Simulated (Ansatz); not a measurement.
System: Ga4P3N.

```xyz
16
Lattice="3.6971 0.0000 0.0000 0.0000 7.4080 0.0000 0.0000 0.0000 10.4335" Properties=species:S:1:pos:R:3 pbc="T T T"
N     0.0000    0.0000    0.0200
N     0.0000    3.7040    5.2368
P     1.8485    5.5549    2.6002
P     1.8485    1.8509    7.8170
P     1.8485    1.8531    2.6002
P     1.8485    5.5571    7.8170
P     0.0000    3.7040    0.0264
P     0.0000    0.0000    5.2432
Ga    1.8485    3.7040    4.1181
Ga    1.8485    0.0000    9.3349
Ga    0.0000    5.7478    1.1875
Ga    0.0000    2.0438    6.4043
Ga    0.0000    1.6602    1.1875
Ga    0.0000    5.3642    6.4043
Ga    1.8485    0.0000    3.9101
Ga    1.8485    3.7040    9.1268
```

Space group Amm2; started from the ordered alloy on zincblende lattice prototype, which need not be the ambient phase; computed pressure about 3 GPa in this cell.

Level of theory: Ansatz, DFT, PBE, plane waves, PAW.

Question: Predict the valence pseudo-density and electron localisation function between the atoms.

Answer: Ga–N (2.03 Å): ρ is about 0.64 e/Å³ halfway; the ELF peaks at about 0.85 in the valence shell of N, 0.7 Å from its nucleus, and is about 0.45 at the midpoint.
Ga–P (2.35 Å): the density is about 0.55 e/Å³ at the midpoint; the ELF peaks at about 0.90 between the atoms (localised, covalent bonding).

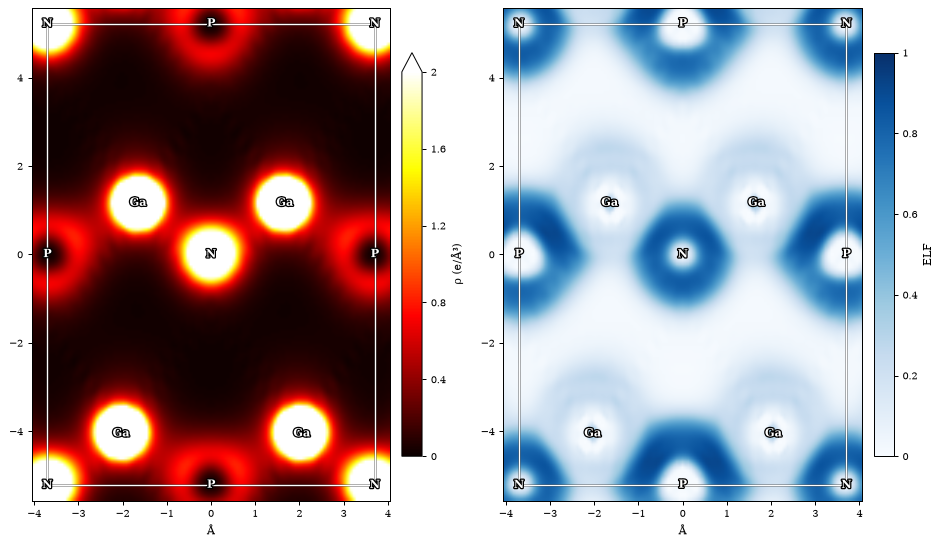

Computed valence pseudo-density and electron localisation function on the (100) plane of the conventional cell, in this order. 
